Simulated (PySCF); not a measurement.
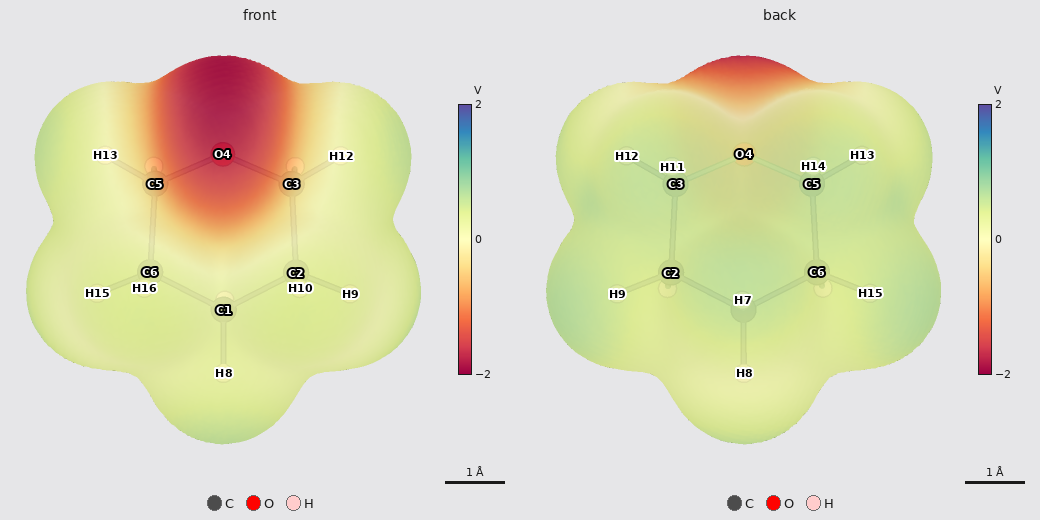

Figure 1: C₅H₁₀O (SMILES C1CCOCC1). The electrostatic potential painted on the density surface at 0.002 e/bohr³, seen from the front and from behind; the colour scale runs from red (negative) to blue (positive).

Geometry: PBE0-D3(BJ)/def2-SVP.

Theory: WP04/pcSseg-1, SCF density, in a chloroform solvent model, non-relativistic (PySCF 2.14.0).

```tsv
atom	x (Å)	y (Å)	z (Å)
C	-0.3050	-1.0142	-0.6562
C	0.9712	-0.9498	0.1771
C	1.3907	0.4982	0.3839
O	0.3640	1.2624	0.9605
C	-0.7952	1.2928	0.1690
C	-1.3667	-0.0999	-0.0528
H	-0.0826	-0.6812	-1.6867
H	-0.6736	-2.0495	-0.7350
H	1.7898	-1.5131	-0.3004
H	0.7937	-1.4088	1.1648
H	1.6917	0.9401	-0.5912
H	2.2563	0.5713	1.0594
H	-1.5155	1.9426	0.6886
H	-0.5720	1.7629	-0.8138
H	-2.2583	-0.0412	-0.6986
H	-1.6960	-0.5039	0.9199
```

### Which sites attract a positive test charge, and which a negative one?

A positive charge is drawn to the negative regions and a negative charge to the positive ones. The most negative region (about −1.9 V) lies over O4, the most positive (about +0.7 V) over H7, H9 and H15. O4 is the likeliest acceptor of a hydrogen bond.

### How polar is the molecule by this calculation?

Its dipole moment is 1.83 D.
